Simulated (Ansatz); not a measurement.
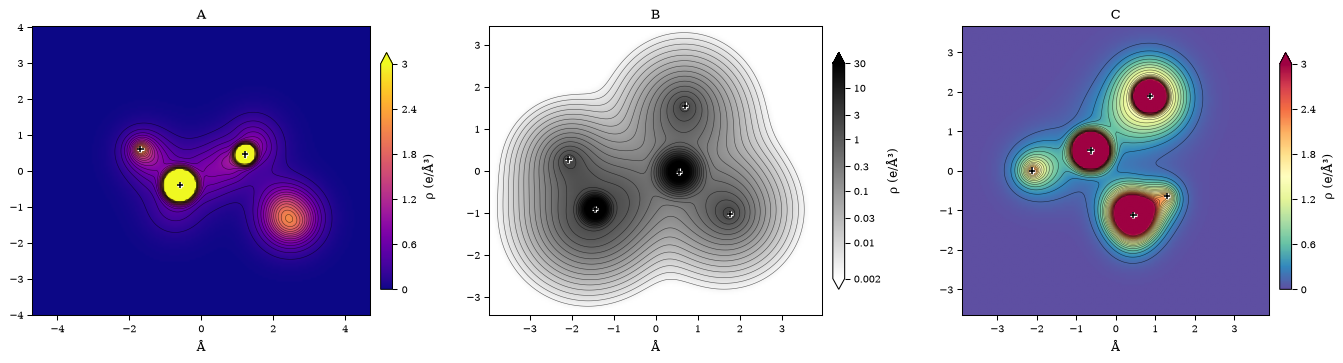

The electron density of 3 systems, each on a plane through atoms (crosses mark nuclei in the plane).

Computed with Ansatz, RKS PBE0-D4/def2-TZVPP.

System 1: AlH$_{3}$OS, the plane of atoms O2, Al1 and S3. The product side of a reaction path; geometry: PBE0-D4/def2-TZVP.

```yaml
atoms:
  - { symbol: Al, position_ang: [-0.7155, 0.2737, -0.6378] }
  - { symbol: O, position_ang: [0.7871, 0.1360, 0.6139] }
  - { symbol: S, position_ang: [-0.4530, -1.4795, -1.6394] }
  - { symbol: H, position_ang: [1.0235, -0.7786, 0.3406] }
  - { symbol: H, position_ang: [-1.4202, 1.6273, -0.2518] }
  - { symbol: H, position_ang: [0.7780, 0.2212, 1.5745] }
```

System 2: AlH$_{3}$S···H$_{2}$, the plane of atoms Al1, S6 and H7. The product side of a reaction path; geometry: PBE0-D4/def2-TZVP.

```xyz
7

Al   -0.5759   -0.1757   -0.4609
H     0.2621   -0.9510    1.6493
H    -0.6974   -1.6558   -0.9965
H    -1.6245    0.5096    0.5042
H     0.9060   -0.9010    1.2609
S     1.0348    1.0349   -1.3216
H     0.6949    2.1391   -0.6353
```

System 3: BH$_{5}$Si···HCl, the plane of atoms B1, Si2 and H7. The reactant side of a reaction path; geometry: PBE0-D4/def2-TZVP.

| atom | x (Å) | y (Å) | z (Å) |
| --- | --- | --- | --- |
| B | -0.9937 | -0.3714 | 0.1952 |
| Si | 0.9938 | -0.5731 | -0.0423 |
| H | -1.6911 | -0.5519 | -0.7619 |
| H | -1.4795 | -0.6004 | 1.2668 |
| H | -0.2982 | 2.1242 | -0.5669 |
| Cl | -1.1707 | 1.8036 | 0.3237 |
| H | 1.3653 | -1.9445 | -0.4941 |
| H | 1.4791 | 0.3785 | -1.0981 |
| H | 1.7949 | -0.2650 | 1.1775 |

Match each panel to its system.

Answer. Panel A is system 3, BH$_{5}$Si···HCl: the plane holds B, Si and H. Si–B (2.01 Å): ρ is about 0.8 e/Å³ halfway. Panel B is system 2, AlH$_{3}$S···H$_{2}$: the plane holds Al, H and S. Al–S (2.19 Å): ρ at the midpoint is about 0.68 e/Å³. Panel C is system 1, AlH$_{3}$OS: the plane holds Al, O, S and H. Al–O (1.96 Å): ρ is about 0.48 e/Å³ halfway.
